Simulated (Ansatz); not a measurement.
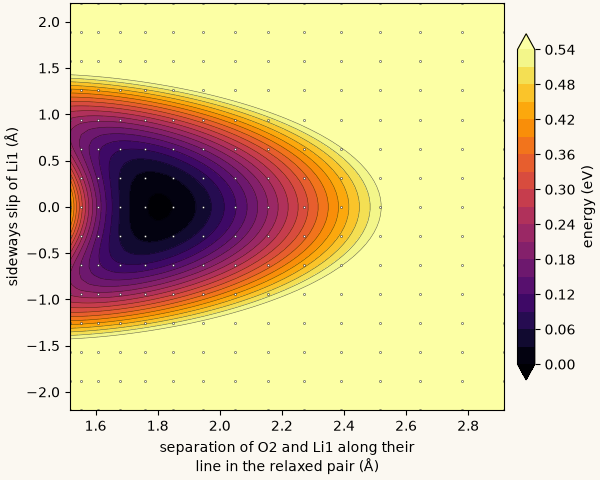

H2LiO, charge +1. 
- The first coordinate is: separation of O2 and Li1 along their line in the relaxed pair; the second: sideways slip of Li1.
- Nothing is relaxed (both partners rigid).
- Grid: 15 × 15 points; 120 points were computed and 105 follow by symmetry.
- Points are written as (first, second).
- All energies are given in eV relative to the lowest grid point.
- The calculation used RKS SPW92 (LDA)/def2-TZVPD (Ansatz 0.2.0).

Drawn: filled contours, dots at the grid points, one colour for all values above the top of the scale. Between grid points the surface is interpolated.

> Estimate the position of the minimum and the force constants in these coordinates.

The interpolated minimum is at the first coordinate ≈ 1.806 Å, sideways slip of Li1 ≈ 0.000 Å. The curvatures there are about 6.2 eV/Å² and 0.46 eV/Å², with a cross term of about 0 eV/Å². Round the minimum the two coordinates are nearly uncoupled.
